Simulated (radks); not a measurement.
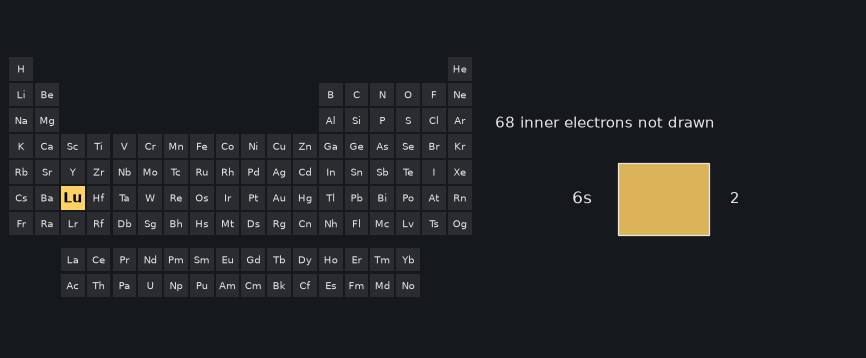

Figure 1. Left, the place of lutetium in the periodic table; right, the outer shells as the input fills them: a box for each of the 2l + 1 orbitals, shaded by the share of the shell that is filled, with the electron count at the right.

**Lu⁺: atomic calculation**

The Lu⁺ ion in the configuration [Xe] 4f14 6s2. Computed at this level: Dirac Kohn-Sham, PBE, spin-unpolarised, spherical densities, point nucleus (the in-house radial solver radks).

### Output
```
1s1/2   1   2.0000       -2321.57667838
2s1/2   1   2.0000        -395.20376648
2p1/2   1   2.0000        -377.17940633
2p3/2   1   4.0000        -336.10779737
3s1/2   1   2.0000         -89.80683888
3p1/2   1   2.0000         -81.84350720
3p3/2   1   4.0000         -73.08285778
3d3/2   1   4.0000         -59.58554061
3d5/2   1   6.0000         -57.67312249
4s1/2   1   2.0000         -18.13704548
4p1/2   1   2.0000         -14.89599746
4p3/2   1   4.0000         -12.90332758
4d3/2   1   4.0000          -7.58024526
4d5/2   1   6.0000          -7.21658176
4f5/2   1   6.0000          -0.70852883
4f7/2   1   8.0000          -0.65251221
5s1/2   1   2.0000          -2.56589892
5p1/2   1   2.0000          -1.66796128
5p3/2   1   4.0000          -1.41200589
6s1/2   1   2.0000          -0.40593581
Etot -14580.894955505199
Ekin 16257.403290114491
Encl -36242.2264081075
Eh 5705.811638191262
Exc -301.88347570345366
err 1.3636350592784855e-09
it 17
```

### Orbitals

```
orbital  occupation  energy (eV)  ⟨r⟩ (bohr)  outer maximum (bohr)
     1s           2     −63173.3     0.01932                0.0121
     2s           2     −10754.0     0.08123                0.0695
  2p1/2           2     −10263.6     0.06740                0.0519
  2p3/2           4      −9146.0     0.07502                0.0584
     3s           2      −2443.8      0.2121                 0.196
  3p1/2           2      −2227.1      0.2020                 0.184
  3p3/2           4      −1988.7      0.2162                 0.197
  3d3/2           4      −1621.4      0.1898                 0.155
  3d5/2           6      −1569.4      0.1942                 0.159
     4s           2     −493.534      0.4779                 0.447
  4p1/2           2     −405.341      0.4850                 0.447
  4p3/2           4     −351.117      0.5177                 0.476
  4d3/2           4     −206.269      0.5410                 0.476
  4d5/2           6     −196.373      0.5525                 0.485
     5s           2      −69.822       1.170                  1.04
  5p1/2           2      −45.388       1.309                  1.13
  5p3/2           4      −38.423       1.419                  1.22
  4f5/2           6      −19.280      0.7133                 0.466
  4f7/2           8      −17.756      0.7287                 0.471
     6s           2      −11.046       3.267                  2.87
```

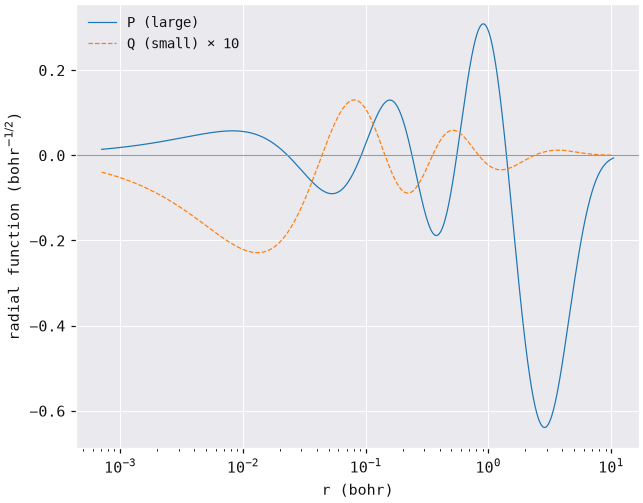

Figure 2. The large and small radial components of one occupied spinor. It is 6s1/2. The spinor has κ = −1: the large component has l = 0 and 5 radial nodes (r = 0.0231, 0.0921, 0.239, 0.553 and 1.40 bohr), the small one has l = 1. The small component carries 0.0046 % of the norm; ⟨r⟩ = 3.27 bohr and the eigenvalue is −11.0 eV. The nodes of P give n − l − 1 and its extent picks the shell; Q has as many nodes as P for κ < 0 and one more for κ > 0.

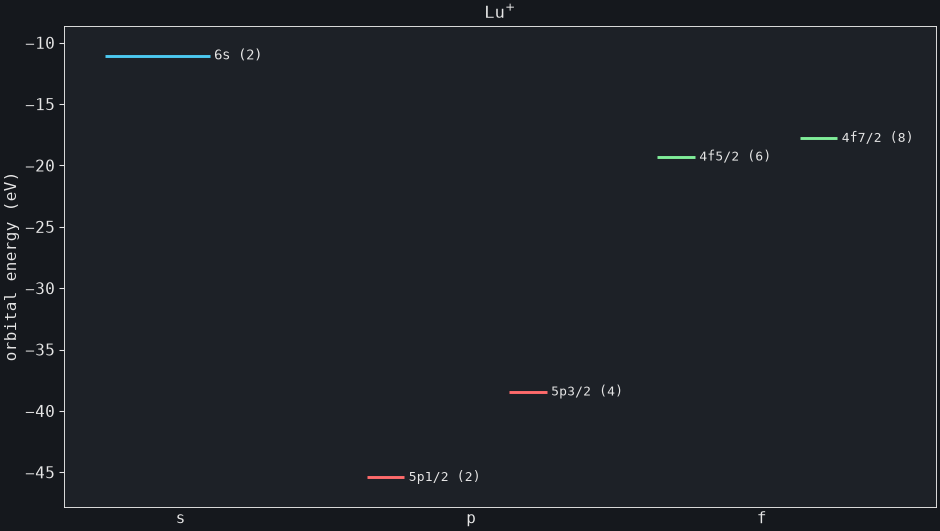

Figure 3. The outer levels are drawn by angular momentum (occupations in brackets, the lower j at the left of each column). The highest occupied level is 6s at −11.0 eV. From the top down the occupied levels run 6s (−11.0 eV), 4f7/2 (−17.8 eV), 4f5/2 (−19.3 eV), 5p3/2 (−38.4 eV), 5p1/2 (−45.4 eV). Spin-orbit splittings: 4f 1.52 eV, 5p 6.96 eV. The semi-empirical ionisation energy (NIST) is 14.1 eV; minus the highest level, 11.0 eV, lies 22 % below it, as is usual for a semilocal functional, whose potential decays too fast.

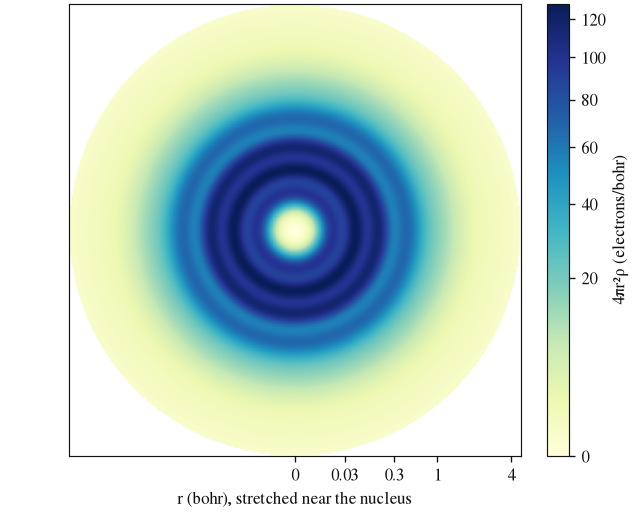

Figure 4. The radial density 4πr²ρ as a disc about the nucleus, with the radius drawn as r to the power 0.3. There are 4 maxima, at r = 0.0133, 0.0596, 0.166 and 0.447 bohr, parted by minima at 0.0257, 0.108 and 0.315 bohr, inside which lie 2.0, 11.1 and 29.7 electrons. The configuration has 6 principal shells, so not every shell has a maximum of its own.

### Input file
```
Z 71
configuration [Xe] 4f14 6s2
relativity Dirac
functional pbe,pbe
spin unpolarised
j_filling energy
nucleus point
c 137.035999084
```

Energies in input and log are in hartree, lengths in bohr.

### Key numbers

```
                       quantity                      value
                        outcome                  converged
                   total energy        −14580.8950 hartree
                 kinetic energy         16257.4033 hartree
        electron–nucleus energy        −36242.2264 hartree
                 Hartree energy          5705.8116 hartree
    exchange–correlation energy        −301.883476 hartree
radius at density 0.001 e/bohr³                  4.63 bohr
                 SCF iterations                         17
                       hardware  1 CPU thread, shared host
```
